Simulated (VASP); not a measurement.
Band structure of Mg$_{2}$Si (antifluorite). Method: PBE GGA with D3 dispersion (Becke-Johnson damping), VASP's PBE PAW potentials (set 64) (plane waves; VASP).

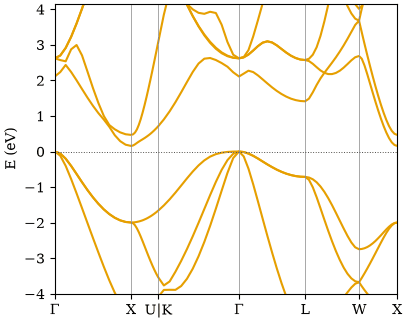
Bands along high-symmetry lines, zero at the valence-band maximum or, without a gap, the Fermi level

**Question.** Read the plot: is there a gap, and where are the band edges?

**Answer.** The gap is indirect, 0.16 eV, from the valence maximum at Γ to the conduction minimum at X. (Edges off the drawn lines would not show.)

Measured: gap 0.77 eV (computed value off by -0.61 eV), as given by Byungki Ryu et al., Journal of the Korean Physical Society (2019), arXiv:1905.06140.

The compound is Mg2Si in the antifluorite structure. It was relaxed first.
